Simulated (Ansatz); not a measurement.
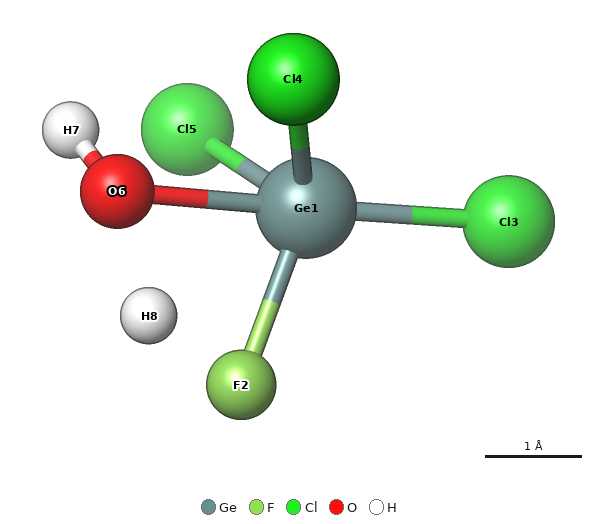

*The input geometry (ball-and-stick view, seen at a tilt; atoms are numbered from 1 in the order of the input). Sticks mark near contacts.*

Bond lengths as drawn: Cl–Ge 2.22 Å, F–Ge 2.03 Å, Ge–O 2.07 Å and H–O 1.01 Å.

# Geometry relaxation of GeH2Cl3OF (part 1 of 2)

The run: geometry relaxation of GeH2Cl3OF. Method and program: RKS PBE-D4/def2-SVP (Ansatz 0.2.0).

The input holds or restrains some coordinates. Forces given for the steps count only the free coordinates. It belongs to a series of runs on one base structure; here: pulled along the bonds that form and break, towards end B. Figures and captions count atoms from 1; the log counts them from 0 in places.

## Log
```
The last accepted step is kept in [file] (removed where the run ends without a failure and the disk answers)
Engine: ansatz 0.2.0, aarch64-unknown-linux-gnu
Functional definition: PBE
  parameter kappa = 0.804
  parameter beta = 0.06672455060314922
  exchange = pbe_x(kappa = kappa, mu = beta*pi^2/3)
  correlation = pbe_c(beta = beta)
1343 factors; their error is unknown
mean field evaluation 1: about -98825.3736 eV, gradient 6.5e1 eV
mean field evaluation 2: about -98718.3954 eV, gradient 2.0e2 eV
mean field evaluation 4: about -98832.0618 eV, gradient 2.2e1 eV
mean field evaluation 8: about -98832.8712 eV, gradient 1.3e-1 eV
mean field evaluation 16: about -98832.7931 eV, gradient 1.7e-3 eV
mean field -98832.79305303 eV, -3632.0381534257 hartree, gradient 4.4e-5 eV, S^2 0.000000; 1 other end points of the search recorded, 0 dependent functions left out
the calculation of the forces begins
reference -98832.79308357 eV, -3632.0381545480 hartree; 51, 51 occupied and 73, 73 virtual orbitals, 1343 factors
relax step   1: F+E_penalty+E_count = -98833.07402148 eV  Δ(F+E_penalty+E_count) = +0.000e0 eV  max|allowed force component| = 3.228e0 eV/Å  E_restraint = 24.94176336 eV  max|allowed force component, restraints' pulls added| = 2.332e1 eV/Å  Δτ_max = 0.0000 Å  (44 SCF iters, accepted)
  distance Ge 0 - O 5 = 2.0700 Å
  distance H 7 - F 1 = 1.2235 Å
  distance Ge 0 - F 1 = 2.0300 Å
  distance H 7 - O 5 = 1.3393 Å
these checks for a lower state are left out or cut short: starts, cluster_reference, orbital_swaps, neighbouring_geometries, increment
1343 factors; their error is unknown
mean field evaluation 32: about -98832.7204 eV, gradient 1.5e-5 eV
mean field -98832.72039197 eV, -3632.0354831810 hartree, gradient 1.5e-5 eV, S^2 0.000000; 0 other end points of the search recorded, 0 dependent functions left out
[... from here on the field's lines of each further geometry are left out, up to the last ...]
relax step   2: F+E_penalty+E_count = -98832.99858182 eV  Δ(F+E_penalty+E_count) = +7.544e-2 eV  max|allowed force component| = 3.283e0 eV/Å  E_restraint = 10.73709098 eV  max|allowed force component, restraints' pulls added| = 1.594e1 eV/Å  Δτ_max = 0.1904 Å  (37 SCF iters, accepted)
relax step   3: F+E_penalty+E_count = -98833.08718710 eV  Δ(F+E_penalty+E_count) = -8.861e-2 eV  max|allowed force component| = 2.982e0 eV/Å  E_restraint = 2.81168839 eV  max|allowed force component, restraints' pulls added| = 7.964e0 eV/Å  Δτ_max = 0.1948 Å  (34 SCF iters, accepted)
relax step   4: F+E_penalty+E_count = -98834.05040553 eV  Δ(F+E_penalty+E_count) = -9.632e-1 eV  max|allowed force component| = 1.510e0 eV/Å  E_restraint = 0.12996129 eV  max|allowed force component, restraints' pulls added| = 1.553e0 eV/Å  Δτ_max = 0.1940 Å  (32 SCF iters, accepted)
relax step   5: F+E_penalty+E_count = -98834.73284329 eV  Δ(F+E_penalty+E_count) = -6.824e-1 eV  max|allowed force component| = 1.177e0 eV/Å  E_restraint = 0.03030960 eV  max|allowed force component, restraints' pulls added| = 1.194e0 eV/Å  Δτ_max = 0.1948 Å  (31 SCF iters, accepted)
relax step   6: F+E_penalty+E_count = -98835.04192560 eV  Δ(F+E_penalty+E_count) = -3.091e-1 eV  max|allowed force component| = 9.696e-1 eV/Å  E_restraint = 0.03757089 eV  max|allowed force component, restraints' pulls added| = 2.371e0 eV/Å  Δτ_max = 0.1940 Å  (31 SCF iters, accepted)
relax step   7: F+E_penalty+E_count = -98835.25993932 eV  Δ(F+E_penalty+E_count) = -2.180e-1 eV  max|allowed force component| = 6.053e-1 eV/Å  E_restraint = 0.01772329 eV  max|allowed force component, restraints' pulls added| = 1.308e0 eV/Å  Δτ_max = 0.1934 Å  (29 SCF iters, accepted)
relax step   8: F+E_penalty+E_count = -98835.42454865 eV  Δ(F+E_penalty+E_count) = -1.646e-1 eV  max|allowed force component| = 5.758e-1 eV/Å  E_restraint = 0.01145913 eV  max|allowed force component, restraints' pulls added| = 7.380e-1 eV/Å  Δτ_max = 0.1999 Å  (29 SCF iters, accepted)
relax step   9: F+E_penalty+E_count = -98835.50362773 eV  Δ(F+E_penalty+E_count) = -7.908e-2 eV  max|allowed force component| = 6.009e-1 eV/Å  E_restraint = 0.00903921 eV  max|allowed force component, restraints' pulls added| = 1.515e-1 eV/Å  Δτ_max = 0.1950 Å  (29 SCF iters, accepted)
relax step  10: F+E_penalty+E_count = -98835.53543532 eV  Δ(F+E_penalty+E_count) = -3.181e-2 eV  max|allowed force component| = 6.255e-1 eV/Å  E_restraint = 0.00854141 eV  max|allowed force component, restraints' pulls added| = 1.251e-1 eV/Å  Δτ_max = 0.1470 Å  (29 SCF iters, accepted)
relax step  11: F+E_penalty+E_count = -98835.54626530 eV  Δ(F+E_penalty+E_count) = -1.083e-2 eV  max|allowed force component| = 1.313e0 eV/Å  E_restraint = 0.04385800 eV  max|allowed force component, restraints' pulls added| = 2.803e0 eV/Å  Δτ_max = 0.1927 Å  (32 SCF iters, rejected (line search))
relax step  12: F+E_penalty+E_count = -98835.55573211 eV  Δ(F+E_penalty+E_count) = -2.030e-2 eV  max|allowed force component| = 5.933e-1 eV/Å  E_restraint = 0.01100077 eV  max|allowed force component, restraints' pulls added| = 5.065e-1 eV/Å  Δτ_max = 0.0939 Å  (28 SCF iters, accepted)
relax step  13: F+E_penalty+E_count = -98835.58854111 eV  Δ(F+E_penalty+E_count) = -3.281e-2 eV  max|allowed force component| = 5.690e-1 eV/Å  E_restraint = 0.01395417 eV  max|allowed force component, restraints' pulls added| = 9.116e-1 eV/Å  Δτ_max = 0.1000 Å  (25 SCF iters, accepted)
relax step  14: F+E_penalty+E_count = -98835.62957772 eV  Δ(F+E_penalty+E_count) = -4.104e-2 eV  max|allowed force component| = 5.493e-1 eV/Å  E_restraint = 0.02068049 eV  max|allowed force component, restraints' pulls added| = 1.493e0 eV/Å  Δτ_max = 0.1464 Å  (29 SCF iters, accepted)
relax step  15: F+E_penalty+E_count = -98835.71967565 eV  Δ(F+E_penalty+E_count) = -9.010e-2 eV  max|allowed force component| = 3.480e-1 eV/Å  E_restraint = 0.01364606 eV  max|allowed force component, restraints' pulls added| = 1.067e0 eV/Å  Δτ_max = 0.2000 Å  (28 SCF iters, accepted)
relax step  16: F+E_penalty+E_count = -98835.76833210 eV  Δ(F+E_penalty+E_count) = -4.866e-2 eV  max|allowed force component| = 3.442e-1 eV/Å  E_restraint = 0.01149582 eV  max|allowed force component, restraints' pulls added| = 8.636e-1 eV/Å  Δτ_max = 0.1950 Å  (29 SCF iters, accepted)
the calculation of the forces begins
reference -98835.51679286 eV, -3632.1382490182 hartree; 51, 51 occupied and 73, 73 virtual orbitals, 1343 factors
relax step  17: F+E_penalty+E_count = -98835.80030685 eV  Δ(F+E_penalty+E_count) = -3.197e-2 eV  max|allowed force component| = 3.878e-1 eV/Å  E_restraint = 0.00410520 eV  max|allowed force component, restraints' pulls added| = 1.186e-1 eV/Å  Δτ_max = 0.2000 Å  (29 SCF iters, accepted)
```

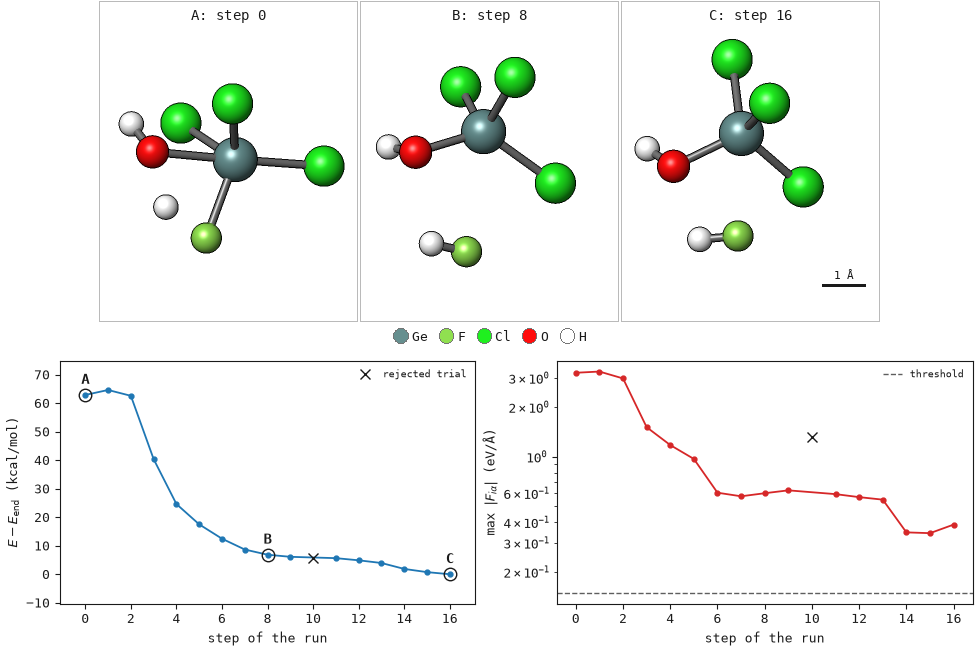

*Frames of the restrained relaxation (ball-and-stick view, seen at a tilt) above the curves, on which the letters mark them (the first geometry is step 0 here and step 1 in the log).*

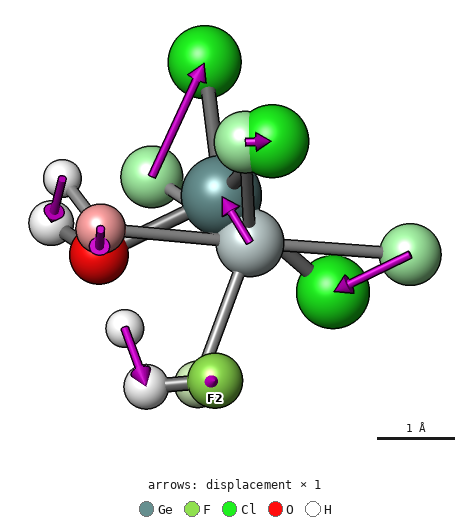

*Start (faint) and end (solid) with the displacements as pink arrows, at true length (ball-and-stick view, seen at a tilt). The two geometries are laid on each other by the best rigid fit.*

Cl5 moves most after the best rigid fit: 1.66 Å. Largest moves by element: Cl 1.66 Å, F 1.01 Å, H 0.96 Å, O 0.74 Å, Ge 0.73 Å. Distances before and after: Ge1–F2 2.030 → 2.883 Å, F2–H8 1.223 → 0.931 Å, Ge1–O6 2.070 → 1.779 Å, Ge1–Cl3 2.220 → 2.143 Å. New bonds form: F2–H8 (1.22 → 0.93 Å). Bonds break: Ge1–F2 (2.03 → 2.88 Å). Among the angles that change: Cl3–Ge1–O6 178.9° → 112.5°, Cl4–Ge1–O6 70.0° → 111.4°, Cl5–Ge1–O6 70.0° → 107.3°. The energy falls by 62.9 kcal/mol in 16 geometry steps. The largest force component goes from 3.2 to 0.39 eV/Å. The line search rejected the trial step at point 10 (counted from 0) and went back. (Atoms are counted from 1 in the order of the input.)

```
  distance Ge 0 - O 5 = 1.7787 Å
  distance H 7 - F 1 = 0.9309 Å
  distance Ge 0 - F 1 = 2.8829 Å
  distance H 7 - O 5 = 2.2015 Å
1343 factors; their error is unknown
mean field -98835.51676244 eV, -3632.1382479003 hartree, gradient 1.9e-5 eV, S^2 0.000000; 1 other end points of the search recorded, 0 dependent functions left out
the calculation of the forces begins
reference -98835.51679286 eV, -3632.1382490182 hartree; 51, 51 occupied and 73, 73 virtual orbitals, 1343 factors
Total energy: -98835.80033727 eV, -3632.1486690832 hartree
Atom 0 at    -0.528783    -0.157999    -0.451157 Å, force     0.166169     0.091665    -0.231278 eV/Å
Atom 1 at    -0.082942     1.011424     2.145915 Å, force     0.319919     0.254327    -0.068967 eV/Å
Atom 2 at     1.457785    -0.790173     0.047212 Å, force     0.033793    -0.014108     0.014290 eV/Å
Atom 3 at    -0.619069     1.935776    -0.901993 Å, force    -0.004220    -0.021884     0.033702 eV/Å
Atom 4 at    -1.067636    -1.221295    -2.268422 Å, force    -0.060523    -0.003732     0.118623 eV/Å
Atom 5 at    -1.718110    -0.604294     0.793845 Å, force    -0.026287     0.072498     0.274804 eV/Å
Atom 6 at    -2.289018    -1.327122     0.472112 Å, force    -0.041062    -0.062695    -0.080208 eV/Å
Atom 7 at    -0.813728     0.523983     2.453887 Å, force    -0.387789    -0.316071    -0.060965 eV/Å
Dipole moment:    -0.431019    -0.321490     0.211964 e Å
```

## Trajectory as extended XYZ (Å, eV, eV/Å), 17 frames, from step=1 to step=17
```
8
Properties=species:S:1:pos:R:3:forces:R:3 step=1 energy=-98833.07402
Ge    0.0000    0.0000    0.0000   -2.3406   0.4357  -0.6556
F     0.0000    0.0000    2.0300   -0.3576   0.1355  -1.2887
Cl    2.0935    0.0000   -0.7393   -0.9233  -0.0630   0.7201
Cl   -1.0456    1.8115   -0.7393    1.8845   1.0276  -0.9410
Cl   -1.0456   -1.8115   -0.7393    1.9863  -1.9034  -1.6069
O    -1.9644    0.0000    0.6527    0.1832   0.6910   3.2283
H    -2.5095   -0.6297    0.0813    0.8836   0.4183   1.6621
H    -1.1899    0.0000    1.7453   -1.3160  -0.7417  -1.1183
8
Properties=species:S:1:pos:R:3:forces:R:3 step=2 energy=-98832.99858
Ge   -0.0991    0.0038   -0.1466   -1.7223   0.1078   0.1109
F    -0.0263    0.0021    2.1885   -1.8393   0.0549  -1.5260
Cl    2.0706   -0.0011   -0.7289   -1.2234  -0.0399   0.6551
Cl   -1.0245    1.8452   -0.7665    1.5910   1.7888  -1.3098
Cl   -1.0226   -1.8543   -0.7746    1.6722  -2.2507  -1.7639
O    -1.9695    0.0256    0.5406    0.3486   0.8222   3.2829
H    -2.5152   -0.6436    0.0821    0.2319  -0.2809   0.6083
H    -1.0749   -0.0075    1.8968    0.9414  -0.2022  -0.0575
8
Properties=species:S:1:pos:R:3:forces:R:3 step=3 energy=-98833.08719
Ge   -0.1959    0.0050   -0.2717   -0.8369  -0.0395   0.3527
F    -0.0544    0.0011    2.3201    0.8360   0.0207  -0.3634
Cl    2.0445   -0.0014   -0.7184   -1.5526  -0.0344   0.5864
Cl   -1.0019    1.8835   -0.7929    1.3973   2.4644  -1.5416
Cl   -0.9992   -1.8965   -0.8049    1.3650  -2.5664  -1.7958
O    -1.9771    0.0517    0.4288    0.2534   1.0539   2.9819
H    -2.5200   -0.6593    0.0782   -0.1817  -0.8861   0.1673
H    -0.9575   -0.0138    2.0521   -1.2805  -0.0126  -0.3874
8
Properties=species:S:1:pos:R:3:forces:R:3 step=4 energy=-98834.05041
Ge   -0.3356    0.0095   -0.3753    0.0506   0.1661  -0.0890
F    -0.0101   -0.0039    2.4397    1.0624  -0.0065  -0.2193
Cl    1.9285   -0.0043   -0.6823   -1.5103  -0.0467   0.4887
Cl   -0.9039    2.0211   -0.8884    1.0896   1.0328  -0.9402
Cl   -0.9106   -2.0239   -0.9078    0.7574  -0.8437  -0.8894
O    -1.9942    0.0990    0.3756   -0.8831  -0.9130   1.4036
H    -2.5261   -0.7082    0.1027    0.8128   0.5684   0.6088
H    -0.9095   -0.0190    2.2271   -1.3795   0.0426  -0.3632
8
Properties=species:S:1:pos:R:3:forces:R:3 step=5 energy=-98834.73284
Ge   -0.4369    0.0318   -0.4235    0.3919   0.0622  -0.2474
F     0.0159   -0.0106    2.4123   -0.2897  -0.0117  -0.3653
Cl    1.7724   -0.0144   -0.6094   -0.7007  -0.0156   0.4246
Cl   -0.7694    2.1016   -1.0039    0.3533   0.0047  -0.4333
Cl   -0.8140   -2.0636   -1.0251    0.1889   0.0776  -0.4704
O    -2.0187    0.0782    0.4276    0.1863   0.5862   1.1770
H    -2.4844   -0.7359    0.1931   -0.1838  -0.7580   0.0584
H    -0.9264   -0.0167    2.3203    0.0539   0.0546  -0.1435
```
